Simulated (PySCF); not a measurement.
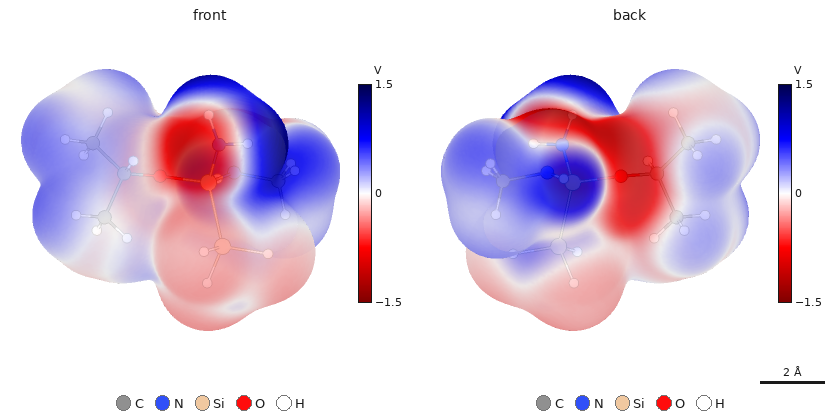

Figure 1: C4H16N2OSi2. The electrostatic potential painted on the density surface at 0.001 e/bohr³, seen from the front and from behind; red is negative and blue positive.

Geometry: GFN2-xTB.

All numbers below come from PBE0/pcSseg-1, SCF density, gas phase, non-relativistic in PySCF.

```xyz
25

C     3.1694    1.0216   -0.8538
N     1.7313    1.0538   -0.8975
Si    0.7803    0.2180    0.2804
N     0.7123    1.0381    1.8101
Si    1.4130   -1.9399    0.7798
O    -0.6702    0.3670   -0.4400
C    -1.9138    0.0679    0.1302
C    -2.3010   -1.3751   -0.1850
C    -2.9426    1.0486   -0.4266
H     3.5913    0.0822   -1.2345
H     3.4893    1.1347    0.1808
H     3.5845    1.8466   -1.4360
H     1.3828    1.0512   -1.8442
H     1.5316    1.0594    2.3947
H     0.2608    1.9407    1.8384
H     1.2570   -2.8769   -0.3449
H     2.8322   -2.0338    1.1559
H     0.6706   -2.5623    1.8873
H    -1.8475    0.1930    1.2197
H    -2.3236   -1.5196   -1.2627
H    -1.5713   -2.0589    0.2420
H    -3.2824   -1.5994    0.2245
H    -3.0159    0.9301   -1.5050
H    -2.6331    2.0680   -0.2115
H    -3.9161    0.8692    0.0215
```

Describe the electrostatic potential map.

Answer. The most negative region (about −1.2 V, or −28 kcal/mol for a unit charge) lies over N2, N4 and O6, the most positive (about +1.3 V, or +30 kcal/mol for a unit charge) over H14.

What dipole moment does the calculation give?

Answer. Its dipole moment is 1.16 D.
